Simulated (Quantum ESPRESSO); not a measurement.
# 1T-PtS2, 2 layers, AA stacking, stepped through biaxial strain, part 4 of 7

What law, if any, do the results for 1T-PtS2, 2 layers, AA stacking follow against biaxial strain?

Quantum ESPRESSO 7.5; plane-wave DFT, PBE, GBRV ultrasoft pseudopotentials.

So far. Step 2 (Relaxing cell and ions of the reference):  The last row is no step: it is a fresh SCF in the final cell with a new plane-wave basis, +0 meV from the row before. Step 3 (Relaxation with pw.x, -4 %): The relaxation lowers the energy by 36 meV an atom.

## 6. Bands along a path, -4 %

Bands along a path place the edges.

File m0.bands.in:

```
&control
  prefix = 'm0.bands'
  outdir = './out'
  pseudo_dir = './pseudo'
  calculation = 'bands'
/
&system
  ibrav = 0
  nat = 6
  ntyp = 2
  ecutwfc = 40
  ecutrho = 200
  occupations = 'smearing'
  smearing = 'fd'
  degauss = 0.002
  nbnd = 34
/
&electrons
  conv_thr = 1e-07
  mixing_beta = 0.4
  electron_maxstep = 120
  mixing_mode = 'plain'
/
ATOMIC_SPECIES
  S   32.0600  s_pbe_v1.4.uspp.F.UPF
  Pt  195.0840  pt_pbe_v1.4.uspp.F.UPF
CELL_PARAMETERS angstrom
  3.41782154112000 0.00000000000000 0.00000000000000
  -1.70891077056000 2.95992028032000 0.00000000000000
  0.00000000000000 0.00000000000000 22.22817278700000
ATOMIC_POSITIONS crystal
  S   0.666666666700 0.333333333300 0.321965973000
  Pt  0.000000000000 0.000000000000 0.381464967200
  S   0.333333333300 0.666666666700 0.439806182300
  S   0.666666666700 0.333333333300 0.560193817700
  Pt  0.000000000000 0.000000000000 0.618535032800
  S   0.333333333300 0.666666666700 0.678034027000
K_POINTS crystal_b
4
  0.0000000000 0.0000000000 0.0000000000 12
  0.5000000000 0.0000000000 0.0000000000 12
  0.3333333333 0.3333333333 0.0000000000 12
  0.0000000000 0.0000000000 0.0000000000 1
```

Run with:

```sh
> cp -r out/m0.scf.save out/m0.bands.save
> cp out/m0.scf.xml out/m0.bands.xml
> OMP_NUM_THREADS=1 mpirun -n 4 pw.x -nk 4 -in m0.bands.in > m0.bands.out
```

What it wrote:

```text
[banner, memory and clock lines left out]
Program PWSCF v.7.5 starts

          URL

     Atomic positions and unit cell read from directory:
     ./out/m0.bands.save/

     Message from routine setup:
     using ibrav=0 with symmetry is DISCOURAGED, use correct ibrav instead

     G-vector sticks info

     bravais-lattice index     =            0
     lattice parameter (alat)  =       6.4587  a.u.
     unit-cell volume          =    1517.5037 (a.u.)^3
     number of atoms/cell      =            6
     number of atomic types    =            2
     number of electrons       =        56.00
     number of Kohn-Sham states=           34
     kinetic-energy cutoff     =      40.0000  Ry
     charge density cutoff     =     200.0000  Ry
     Exchange-correlation=  SLA  PW   PBX  PBC
                           (   1   4   3   4   0   0   0)

     celldm(1)=   6.458747  celldm(2)=   0.000000  celldm(3)=   0.000000
     celldm(4)=   0.000000  celldm(5)=   0.000000  celldm(6)=   0.000000

     crystal axes: (cart. coord. in units of alat)
               a(1) = (   1.000000   0.000000   0.000000 )
               a(2) = (  -0.500000   0.866025   0.000000 )
               a(3) = (   0.000000   0.000000   6.503608 )

     reciprocal axes: (cart. coord. in units 2 pi/alat)
               b(1) = (  1.000000  0.577350 -0.000000 )
               b(2) = (  0.000000  1.154701  0.000000 )
               b(3) = (  0.000000 -0.000000  0.153761 )

     PseudoPot. # 1 for S  read from file:
     ./pseudo/s_pbe_v1.4.uspp.F.UPF
     Pseudo is Ultrasoft + core correction, Zval =  6.0
     Generated by new atomic code, or converted to UPF format
     Using radial grid of  907 points,  6 beta functions with:
                l(1) =   0
                l(2) =   0
                l(3) =   1
                l(4) =   1
                l(5) =   2
                l(6) =   2
     Q(r) pseudized with  8 coefficients,  rinner =    1.300   1.300   1.300
                                                       1.300   1.300

     PseudoPot. # 2 for Pt read from file:
     ./pseudo/pt_pbe_v1.4.uspp.F.UPF
     Pseudo is Ultrasoft + core correction, Zval = 16.0
     Generated by new atomic code, or converted to UPF format
     Using radial grid of  985 points,  6 beta functions with:
                l(1) =   0
                l(2) =   0
                l(3) =   1
                l(4) =   1
                l(5) =   2
                l(6) =   2
     Q(r) pseudized with  8 coefficients,  rinner =    1.300   1.300   1.300
                                                       1.300   1.300

     atomic species   valence    mass     pseudopotential
     S                 6.00    32.06000     S ( 1.00)
     Pt               16.00   195.08400     Pt( 1.00)

     12 Sym. Ops., with inversion, found

   Cartesian axes

     site n.     atom                  positions (alat units)
         1        S      tau(   1) = (   0.5000000   0.2886751   2.0939406  )
         2        Pt     tau(   2) = (   0.0000000   0.0000000   2.4808988  )
         3        S      tau(   3) = (  -0.0000000   0.5773503   2.8603272  )
         4        S      tau(   4) = (   0.5000000   0.2886751   3.6432812  )
         5        Pt     tau(   5) = (   0.0000000   0.0000000   4.0227096  )
         6        S      tau(   6) = (  -0.0000000   0.5773503   4.4096678  )

     number of k points=    37  Fermi-Dirac smearing, width (Ry)=  0.0020
                       cart. coord. in units 2pi/alat
        k(    1) = (   0.0000000   0.0000000   0.0000000), wk =   0.0540541
        k(    2) = (   0.0416667   0.0240563   0.0000000), wk =   0.0540541
        k(    3) = (   0.0833333   0.0481125   0.0000000), wk =   0.0540541
        k(    4) = (   0.1250000   0.0721688   0.0000000), wk =   0.0540541
        k(    5) = (   0.1666667   0.0962250   0.0000000), wk =   0.0540541
        k(    6) = (   0.2083333   0.1202813   0.0000000), wk =   0.0540541
        k(    7) = (   0.2500000   0.1443376   0.0000000), wk =   0.0540541
        k(    8) = (   0.2916667   0.1683938   0.0000000), wk =   0.0540541
        k(    9) = (   0.3333333   0.1924501   0.0000000), wk =   0.0540541
        k(   10) = (   0.3750000   0.2165064   0.0000000), wk =   0.0540541
        k(   11) = (   0.4166667   0.2405626   0.0000000), wk =   0.0540541
        k(   12) = (   0.4583333   0.2646189   0.0000000), wk =   0.0540541
        k(   13) = (   0.5000000   0.2886751   0.0000000), wk =   0.0540541
        k(   14) = (   0.4861111   0.3127314   0.0000000), wk =   0.0540541
        k(   15) = (   0.4722222   0.3367877   0.0000000), wk =   0.0540541
        k(   16) = (   0.4583333   0.3608439   0.0000000), wk =   0.0540541
        k(   17) = (   0.4444444   0.3849002   0.0000000), wk =   0.0540541
        k(   18) = (   0.4305556   0.4089564   0.0000000), wk =   0.0540541
        k(   19) = (   0.4166667   0.4330127   0.0000000), wk =   0.0540541
        k(   20) = (   0.4027778   0.4570690   0.0000000), wk =   0.0540541
        k(   21) = (   0.3888889   0.4811252   0.0000000), wk =   0.0540541
        k(   22) = (   0.3750000   0.5051815   0.0000000), wk =   0.0540541
        k(   23) = (   0.3611111   0.5292377   0.0000000), wk =   0.0540541
        k(   24) = (   0.3472222   0.5532940   0.0000000), wk =   0.0540541
        k(   25) = (   0.3333333   0.5773503   0.0000000), wk =   0.0540541
        k(   26) = (   0.3055556   0.5292377   0.0000000), wk =   0.0540541
        k(   27) = (   0.2777778   0.4811252   0.0000000), wk =   0.0540541
        k(   28) = (   0.2500000   0.4330127   0.0000000), wk =   0.0540541
        k(   29) = (   0.2222222   0.3849002   0.0000000), wk =   0.0540541
        k(   30) = (   0.1944444   0.3367877   0.0000000), wk =   0.0540541
        k(   31) = (   0.1666667   0.2886751   0.0000000), wk =   0.0540541
        k(   32) = (   0.1388889   0.2405626   0.0000000), wk =   0.0540541
        k(   33) = (   0.1111111   0.1924501   0.0000000), wk =   0.0540541
        k(   34) = (   0.0833333   0.1443376   0.0000000), wk =   0.0540541
        k(   35) = (   0.0555556   0.0962250   0.0000000), wk =   0.0540541
        k(   36) = (   0.0277778   0.0481125   0.0000000), wk =   0.0540541
        k(   37) = (   0.0000000   0.0000000   0.0000000), wk =   0.0540541

     Dense  grid:    72603 G-vectors     FFT dimensions: (  30,  30, 192)

     Smooth grid:    51643 G-vectors     FFT dimensions: (  25,  25, 180)

     The potential is recalculated from file :
     ./out/m0.bands.save/charge-density

     negative rho (up, down):  3.438E-01 0.000E+00
     Starting wfcs are   40 randomized atomic wfcs

     Band Structure Calculation
     Davidson diagonalization with overlap

[...]
7.2670   7.5493

          k = 0.4444 0.3849 0.0000 (  6452 PWs)   bands (ev):

   -51.2978 -51.2978 -51.2951 -51.2951 -51.2759 -51.2759 -11.0223 -10.9333
   -10.5203 -10.4540  -5.0147  -4.9547  -3.7202  -3.6674  -2.9655  -2.8149
    -2.5248  -2.1580  -1.4750  -1.4002  -0.8372  -0.6405  -0.4342  -0.3940
     0.0155   0.3513   0.6236   0.9064   4.0557   4.2633   4.3267   4.9008
     7.4591   7.6474

          k = 0.4306 0.4090 0.0000 (  6452 PWs)   bands (ev):

   -51.2971 -51.2971 -51.2950 -51.2950 -51.2772 -51.2772 -10.9836 -10.8966
   -10.5254 -10.4677  -4.9260  -4.8761  -3.7649  -3.7160  -2.9346  -2.8136
    -2.4631  -2.1274  -1.7471  -1.6193  -0.8706  -0.7153  -0.4890  -0.4388
     0.1533   0.4240   0.7270   1.0367   3.9471   4.0454   4.2629   4.8554
     7.6848   7.7298

          k = 0.4167 0.4330 0.0000 (  6448 PWs)   bands (ev):

   -51.2963 -51.2963 -51.2949 -51.2949 -51.2787 -51.2787 -10.9397 -10.8555
   -10.5309 -10.4834  -4.8193  -4.7821  -3.8056  -3.7607  -2.9350  -2.8415
    -2.3972  -2.1063  -1.9791  -1.8225  -0.8777  -0.7941  -0.5431  -0.4940
     0.2939   0.4914   0.8084   1.1354   3.8407   3.8693   4.1842   4.7951
     7.7833   7.9298

          k = 0.4028 0.4571 0.0000 (  6482 PWs)   bands (ev):

   -51.2955 -51.2954 -51.2948 -51.2948 -51.2804 -51.2804 -10.8928 -10.8126
   -10.5362 -10.5002  -4.6958  -4.6739  -3.8403  -3.7988  -2.9990  -2.9216
    -2.3355  -2.1271  -2.0974  -1.9717  -0.8781  -0.8680  -0.5980  -0.5568
     0.4328   0.5512   0.8688   1.2012   3.6644   3.8306   4.0926   4.7202
     7.8038   8.1780

          k = 0.3889 0.4811 0.0000 (  6478 PWs)   bands (ev):

   -51.2950 -51.2950 -51.2941 -51.2940 -51.2822 -51.2821 -10.8456 -10.7715
   -10.5406 -10.5165  -4.5572  -4.5533  -3.8683  -3.8281  -3.1436  -3.0658
    -2.2903  -2.1600  -2.1012  -2.0449  -0.9678  -0.8512  -0.6522  -0.6236
     0.5645   0.6027   0.9099   1.2360   3.5293   3.8282   3.9957   4.6317
     7.7972   8.4111

          k = 0.3750 0.5052 0.0000 (  6456 PWs)   bands (ev):

   -51.2949 -51.2948 -51.2929 -51.2929 -51.2839 -51.2839 -10.8013 -10.7365
   -10.5433 -10.5304  -4.4227  -4.4056  -3.8895  -3.8476  -3.3395  -3.2574
    -2.2496  -2.1194  -2.1013  -2.0677  -1.0612  -0.8384  -0.6999  -0.6892
     0.6476   0.6813   0.9367   1.2422   3.4449   3.8167   3.9389   4.5317
     7.7752   8.6097

          k = 0.3611 0.5292 0.0000 (  6458 PWs)   bands (ev):

   -51.2948 -51.2948 -51.2917 -51.2917 -51.2857 -51.2857 -10.7632 -10.7133
   -10.5437 -10.5391  -4.2856  -4.2442  -3.9057  -3.8570  -3.5450  -3.4670
    -2.1990  -2.0916  -2.0701  -2.0655  -1.1509  -0.8411  -0.7472  -0.7313
     0.6891   0.7667   0.9642   1.2211   3.4161   3.7264   3.9897   4.4229
     7.7499   8.7552

          k = 0.3472 0.5533 0.0000 (  6470 PWs)   bands (ev):

   -51.2948 -51.2948 -51.2903 -51.2903 -51.2874 -51.2874 -10.7340 -10.7063
   -10.5420 -10.5412  -4.1502  -4.0803  -3.9252  -3.8558  -3.7226  -3.6688
    -2.1491  -2.1000  -2.0459  -2.0266  -1.2211  -0.8575  -0.7894  -0.7437
     0.7302   0.7953   1.0189   1.1730   3.4421   3.6184   4.0841   4.3089
     7.7306   8.8369

          k = 0.3333 0.5774 0.0000 (  6462 PWs)   bands (ev):

   -51.2948 -51.2947 -51.2890 -51.2890 -51.2888 -51.2888 -10.7146 -10.7146
   -10.5405 -10.5405  -4.0614  -3.9655  -3.9655  -3.8446  -3.8005  -3.8005
    -2.1159  -2.1159  -2.0225  -2.0225  -1.2490  -0.8672  -0.8058  -0.7469
     0.7720   0.7720   1.0989   1.0989   3.5167   3.5167   4.1943   4.1943
     7.7233   8.8601

          k = 0.3056 0.5292 0.0000 (  6468 PWs)   bands (ev):

   -51.2948 -51.2948 -51.2913 -51.2913 -51.2859 -51.2859 -10.7633 -10.6999
   -10.5560 -10.5551  -4.2463  -4.1880  -3.9130  -3.8121  -3.6193  -3.5160
    -2.1876  -2.1704  -2.0933  -2.0302  -1.1393  -0.8210  -0.7251  -0.7113
     0.6449   0.7830   0.9559   1.2735   3.3577   3.7644   3.9860   4.4114
     7.7565   8.8115

          k = 0.2778 0.4811 0.0000 (  6470 PWs)   bands (ev):

   -51.2950 -51.2950 -51.2926 -51.2926 -51.2829 -51.2828 -10.8521 -10.7181
   -10.6080 -10.6074  -4.3499  -4.3378  -3.9004  -3.7586  -3.3533  -3.1983
    -2.3922  -2.2723  -2.2190  -2.1131  -0.8814  -0.7336  -0.5123  -0.4937
     0.4636   0.5119   1.0404   1.4419   3.2689   3.7884   4.1043   4.5526
     7.8587   8.7472

          k = 0.2500 0.4330 0.0000 (  6445 PWs)   bands (ev):

   -51.2954 -51.2953 -51.2926 -51.2925 -51.2798 -51.2798 -11.0068 -10.8345
   -10.6697 -10.6363  -4.3355  -4.3081  -3.9165  -3.7139  -3.1365  -2.9557
    -2.5736  -2.4002  -2.3840  -2.2261  -0.5699  -0.5418  -0.2537  -0.2485
     0.2749   0.3403   1.1574   1.5933   3.2460   3.6739   4.3840   4.5501
     8.0218   8.7238

          k = 0.2222 0.3849 0.0000 (  6463 PWs)   bands (ev):

   -51.2958 -51.2958 -51.2911 -51.2911 -51.2769 -51.2769 -11.2365 -11.0511
   -10.7143 -10.6271  -4.2021  -4.1673  -3.9539  -3.7059  -3.0295  -2.8434
    -2.7131  -2.4828  -2.4722  -2.3215  -0.3271  -0.3156  -0.2395  -0.1370
     0.4204   0.5619   1.2592   1.7182   3.2888   3.6148   4.3865   4.5531
     8.2311   8.7487

          k = 0.1944 0.3368 0.0000 (  6479 PWs)   bands (ev):

   -51.2964 -51.2964 -51.2884 -51.2884 -51.2742 -51.2742 -11.5147 -11.3193
   -10.7426 -10.6037  -4.1232  -3.9952  -3.8698  -3.7471  -3.1403  -2.8837
    -2.7081  -2.4738  -2.4356  -2.3503  -0.5000  -0.3958   0.0654   0.2873
     0.7206   0.9765   1.3363   1.8190   3.4095   3.6212   4.1090   4.5632
     8.4676   8.8070

          k = 0.1667 0.2887 0.0000 (  6511 PWs)   bands (ev):

   -51.2971 -51.2971 -51.2846 -51.2846 -51.2718 -51.2718 -11.8090 -11.6067
   -10.7606 -10.5728  -4.1898  -3.8544  -3.7727  -3.7262  -3.3682  -3.0057
    -2.5528  -2.4000  -2.3183  -2.2820  -0.5856  -0.4710   0.4742   0.6519
     0.9828   1.3240   1.4027   1.9245   3.6177   3.7163   3.8102   4.4334
     8.4686   8.6514

          k = 0.1389 0.2406 0.0000 (  6509 PWs)   bands (ev):

   -51.2978 -51.2977 -51.2801 -51.2801 -51.2697 -51.2696 -12.0932 -11.8870
   -10.7729 -10.5383  -4.2461  -3.9151  -3.7200  -3.7083  -3.5793  -3.1643
    -2.2901  -2.2299  -2.1414  -2.1275  -0.5653  -0.4513   0.7641   0.8687
     1.2565   1.4873   1.4980   2.0617   3.6106   3.8968   3.9214   4.2450
     8.1040   8.3073

          k = 0.1111 0.1925 0.0000 (  6517 PWs)   bands (ev):

   -51.2985 -51.2984 -51.2755 -51.2755 -51.2679 -51.2679 -12.3478 -12.1398
   -10.7820 -10.5043  -4.2847  -3.9699  -3.8586  -3.7370  -3.7023  -3.3458
    -2.0011  -1.9711  -1.9290  -1.9158  -0.4502  -0.3270   0.6684   1.1287
     1.4145   1.5782   1.5988   2.1847   3.6450   4.0519   4.1986   4.2665
     7.7579   7.9796

          k = 0.0833 0.1443 0.0000 (  6537 PWs)   bands (ev):

   -51.2991 -51.2990 -51.2712 -51.2712 -51.2665 -51.2665 -12.5586 -12.3502
   -10.7893 -10.4743  -4.3372  -3.9964  -3.9674  -3.8087  -3.8015  -3.5246
    -1.7689  -1.7447  -1.7020  -1.6795  -0.2708  -0.0947   0.5037   1.1900
     1.4689   1.6299   1.6369   2.2444   3.9489   4.0755   4.4704   4.5733
     7.4691   7.6919

          k = 0.0556 0.0962 0.0000 (  6539 PWs)   bands (ev):

   -51.2996 -51.2995 -51.2677 -51.2677 -51.2655 -51.2655 -12.7158 -12.5076
   -10.7949 -10.4509  -4.4200  -3.9953  -3.9848  -3.8848  -3.8803  -3.6755
    -1.5829  -1.5679  -1.5293  -1.5149  -0.1365   0.2005   0.4068   1.1963
     1.4984   1.5884   1.6350   2.1662   4.3051   4.3896   4.6795   4.8309
     7.2447   7.4580

          k = 0.0278 0.0481 0.0000 (  6561 PWs)   bands (ev):

   -51.2999 -51.2998 -51.2655 -51.2655 -51.2649 -51.2649 -12.8126 -12.6047
   -10.7986 -10.4363  -4.4910  -3.9753  -3.9622  -3.9393  -3.9305  -3.7835
    -1.4559  -1.4467  -1.4374  -1.4286  -0.1497   0.4287   0.4561   1.3049
     1.4906   1.5764   1.6045   1.9485   4.6206   4.7163   4.8806   4.9858
     7.0951   7.2921

          k = 0.0000 0.0000 0.0000 (  6565 PWs)   bands (ev):

   -51.3000 -51.2999 -51.2647 -51.2647 -51.2647 -51.2647 -12.8453 -12.6375
   -10.7999 -10.4313  -4.5175  -3.9586  -3.9586  -3.9487  -3.9487  -3.8286
    -1.4101  -1.4101  -1.4025  -1.4025  -0.1798   0.4991   0.4991   1.4736
     1.4736   1.5885   1.5885   1.7477   4.7785   4.7785   5.0307   5.0307
     7.0408   7.2255

     XML data file, pseudopotentials, collected wavefunctions

                                        0.00s GPU  (     441 calls)
```

Elapsed: 38 s, on 4 MPI ranks of Arm Neoverse V1, shared host; peak memory 0.44 GiB.

Band numbers count within the set of bands kept for display. Electronic bands along the path, in eV, zero at the highest filled level of the SCF mesh; v1 is the highest filled band, c1 the lowest empty one:

| point | v4 | v3 | v2 | v1 | c1 | c2 | c3 | c4 |
| --- | --- | --- | --- | --- | --- | --- | --- | --- |
| Γ | -0.77 | -0.66 | -0.66 | -0.50 | 2.53 | 2.53 | 2.79 | 2.79 |
| M | -2.29 | -2.19 | -2.18 | -1.83 | 2.16 | 2.20 | 2.61 | 2.69 |
| K | -1.47 | -1.47 | -1.15 | -1.15 | 1.27 | 1.27 | 1.95 | 1.95 |
| Γ | -0.77 | -0.66 | -0.66 | -0.50 | 2.53 | 2.53 | 2.79 | 2.79 |

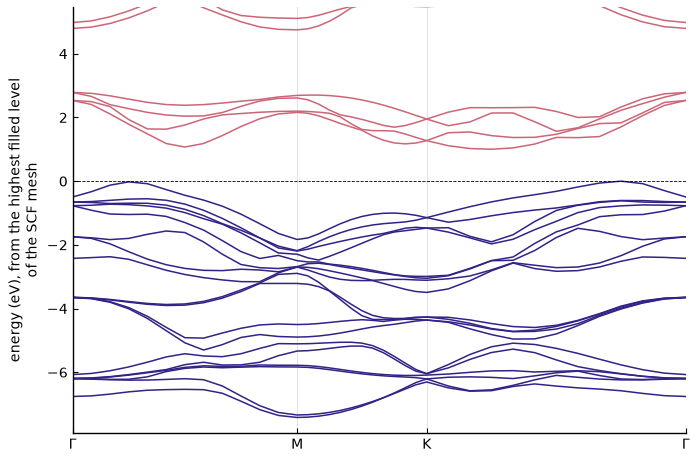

Electronic bands along the path; lines of filled and empty bands in two colours.

Along this path the valence top lies between K and Γ and the conduction bottom between K and Γ.

(Part 4 of 7 ends here.)

[Logs are printed without paths, hosts, clocks, repeated set-up lines and the standing remarks that a program may print on its own settings, such as how far it seeks lower states.]

[Hosts, paths, dates, database ids (printed as entryN), source tags and the programs' standing remarks are cut or masked in the printed files.]

[Maps of the electrostatic potential energy from Ansatz leave out the sawtooth potential of an applied field or a dipole correction, so their vacuum need not be flat; planar profiles and work functions include it.]
